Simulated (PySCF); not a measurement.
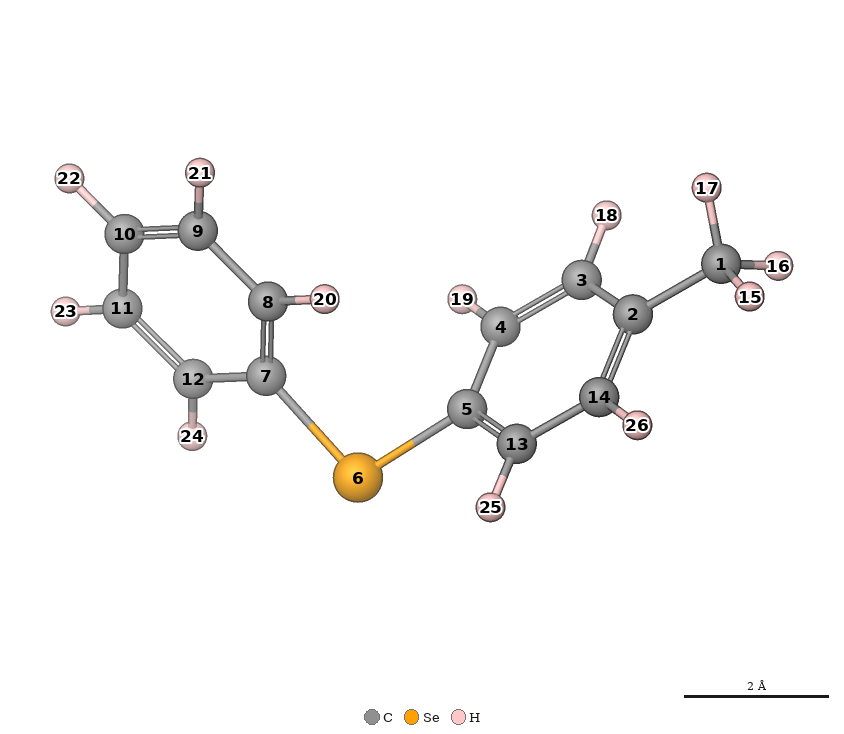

Orthographic view. Atoms fade into the background with distance from the viewer. The geometry was computed by an optimisation with PBE0-D3(BJ)/def2-SVP. No frequency run is at hand to confirm it as a minimum.

List the bonded neighbours of every atom.

C1: C2, H15, H16, H17
C2: C1, C3, C14
C3: C2, C4, H18
C4: C3, C5, H19
C5: C4, Se6, C13
Se6: C5, C7
C7: Se6, C8, C12
C8: C7, C9, H20
C9: C8, C10, H21
C10: C9, C11, H22
C11: C10, C12, H23
C12: C7, C11, H24
C13: C5, C14, H25
C14: C2, C13, H26
(terminal hydrogens appear only as neighbours)
